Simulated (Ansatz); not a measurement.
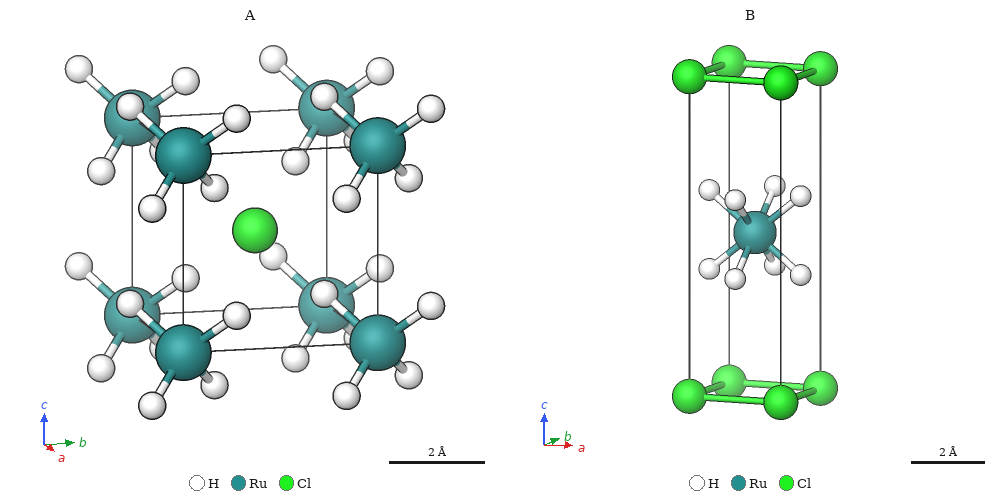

Two structures of H$_{4}$RuCl, each relaxed to rest (conventional cells in solid outline, small ones repeated, not to one scale). Method: DFT PBE, scalar-relativistic, plane waves, PAW (Ansatz), with collinear spins.

### What are the two structures?

A: 6 atoms a cell on a primitive cubic lattice, P-43m. B: 6 atoms a cell on a primitive tetragonal lattice, P4/mmm.

### Which form lies lower?

B is lower, by 397 meV/atom at this level of theory (energies at zero smearing). Volumes: A 12.7, B 11.3 Å³/atom.

One or both may be structure types tried for this composition rather than known phases.
